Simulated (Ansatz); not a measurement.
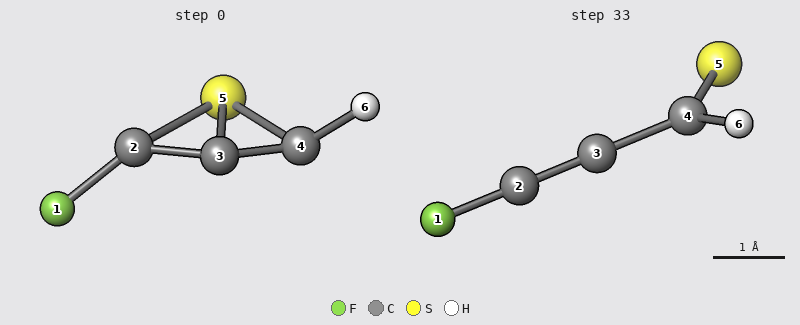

The structure of C$_{3}$HFS before (left) and after (right) a relaxation, at one scale.

A ball-and-stick model, seen from a free direction.

The run prepares an end point of a later path (hydrogen shift) calculation, from a guessed geometry.

Theory: UKS B3LYP-D4/def2-SVP (Ansatz).

The input:
```yaml
crystal:
  periodic: [false, false, false]
  atoms:
    - { symbol: F, position_ang: [2.0237, -0.9966, -0.9681] }
    - { symbol: C, position_ang: [0.8462, -0.2351, -0.8007] }
    - { symbol: C, position_ang: [-0.2898, -0.3986, -0.2342] }
    - { symbol: C, position_ang: [-0.9996, 0.0055, 0.6499] }
    - { symbol: S, position_ang: [0.5585, 1.1873, 0.5968] }
    - { symbol: H, position_ang: [-2.0969, 0.3734, 0.7102] }
magnetization:
  spin_polarized: true
basis:
  gaussian: { orbitals: def2-SVP }
hamiltonian:
  xc: b3lyp
  dispersion: d4
relax:
  f_tol: 0.02
  max_steps: 50
output:
  orbitals: {}
```

Run as
```bash
ansatz run input.yaml --threads 2 --pin off --max-ram 3072MiB --backend cpu --events-out ev --progress --plain --runs-dir out
```

### Describe what moved and what it gained.

The largest move after the best rigid fit is that of S5, 1.46 Å. Largest moves by element: S 1.46 Å, F 0.77 Å, C 0.63 Å, H 0.45 Å. Some distances before and after: C2–S5 2.015 → 3.812 Å, C3–S5 1.981 → 2.710 Å, C4–S5 1.956 → 1.634 Å, C3–C4 1.204 → 1.417 Å. Bonds break, among them: C2–S5 (2.01 → 3.81 Å). Bond angles that change, for instance: C3–C4–S5 73.3° → 125.1°, F1–C2–C3 136.4° → 179.6°, C2–C3–C4 143.7° → 179.9°. Over 31 accepted moves (33 points after the start) the energy falls by 3.920 eV. The largest force component goes from 8 to 0.018 eV/Å. The line search rejected the trial steps at points 9, 14 of the run.
